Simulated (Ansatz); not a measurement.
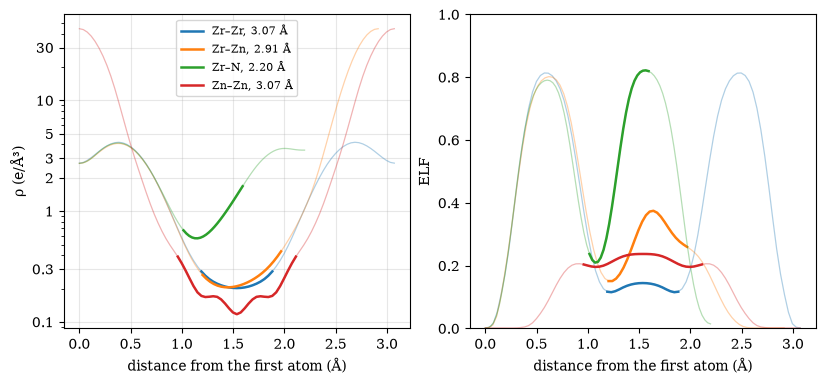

Figure 1: Zr3ZnN2. Valence charge density (pseudo) and ELF along straight lines between neighbouring atoms. Thin, pale parts lie inside the atomic spheres.

Space group Amm2; a structure generated by program, which may or may not match a known phase; changed on purpose from its base cell (the structure that the rattled cell fell into).

Level of theory: DFT PBE, scalar-relativistic, plane waves, PAW (Ansatz).

Core electrons are frozen (PAW), and the valence fields are smoothed inside the atomic spheres.

> Compare the contacts.

Zr–Zr (3.07 Å): ρ is about 0.2 e/Å³ halfway; the ELF is about 0.15 at the midpoint: no localised pair shows between them.
Zr–Zn (2.91 Å): ρ is about 0.21 e/Å³ halfway; the ELF is about 0.30 at the midpoint: no shared electron pair shows on this line.
Zr–N (2.20 Å): ρ at the midpoint is about 0.58 e/Å³; the ELF peaks at about 0.80 in the valence shell of N, 0.6 Å from its nucleus, and drops to about 0.20 between the two atoms: no shared electron pair shows on this line.
Zn–Zn (3.07 Å): the density is about 0.12 e/Å³ at the midpoint; the ELF is about 0.25 at the midpoint (no shared electron pair shows on this line).
